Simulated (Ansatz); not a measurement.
CHBrSi

```yaml
atoms:
  - { symbol: C, position_ang: [0.1509, 0.7524, 0.2946] }
  - { symbol: Br, position_ang: [1.4304, 0.8676, -1.2361] }
  - { symbol: Si, position_ang: [0.4996, -0.8927, 0.5954] }
  - { symbol: H, position_ang: [-0.3551, 1.6843, 0.4813] }
```

Geometry: B3LYP-D4/def2-TZVP.

These are results of isolated molecule in a Gaussian basis; Kohn-Sham density functional theory, functional PBE0 (Ansatz 0.2.0), not measurements.

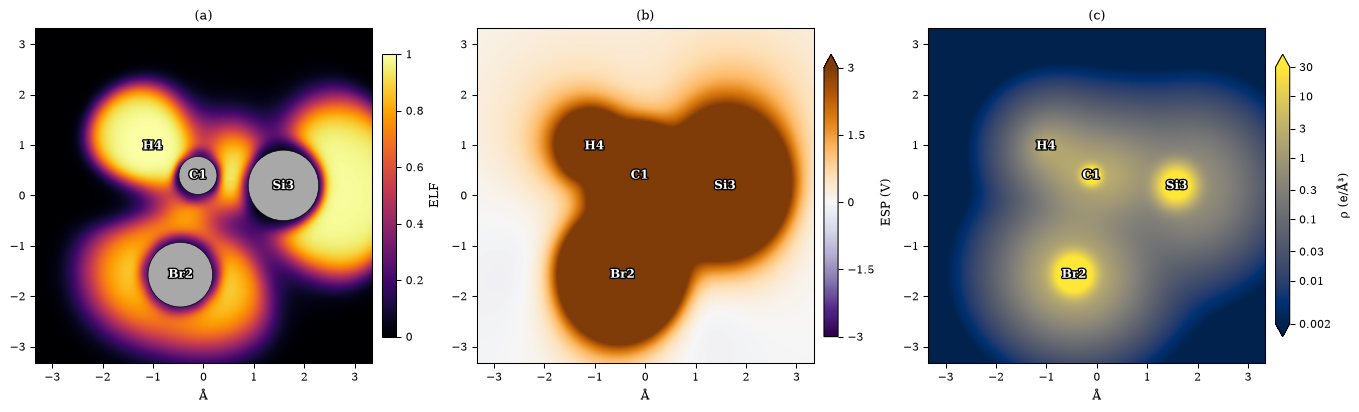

Figure 1. (a) ELF; (b) molecular electrostatic potential; (c) electron density on the molecular plane. Grey discs cover the atomic cores in the ELF map.

Q: Describe what can be read from this map.

A:
- The plane passes through C, Br, Si and H nuclei.
- C–Si (1.71 Å): ρ is about 1.1 e/Å³ halfway; the ELF peaks at about 0.95 between the atoms, as expected for a covalent bond.
- C–Br (2.00 Å): the density is about 0.92 e/Å³ at the midpoint; the ELF peaks at about 0.80 between the atoms, as expected for localised, covalent bonding.
- C–H (1.08 Å): ρ is about 2.1 e/Å³ halfway; the ELF climbs to about 1 towards the hydrogen, as it does in any bond to H; a covalent bond by its length.
- The ELF also peaks beside Br2 and Si3, away from the bonds: lone-pair regions.
- The potential has no marked negative region in this plane.

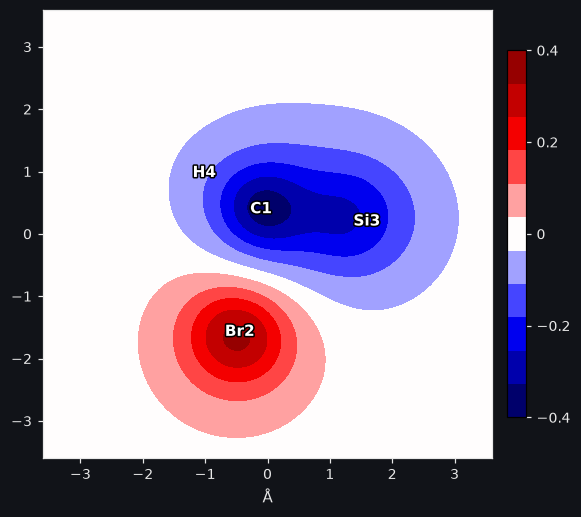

Figure 2. One frontier orbital on a plane 0.8 Å above the molecular plane (values in Å⁻³ᐟ²; the overall sign is arbitrary).

Q: Which orbital is it: HOMO or LUMO?

A: The HOMO, at −6.36 eV. It lies mainly on C1 (about 35 %), Si3 (about 30 %) and Br2 (about 30 %); it changes sign across the molecular plane (π type); π-bonding across C1–Si3; π-antibonding (a node) across C1–Br2.
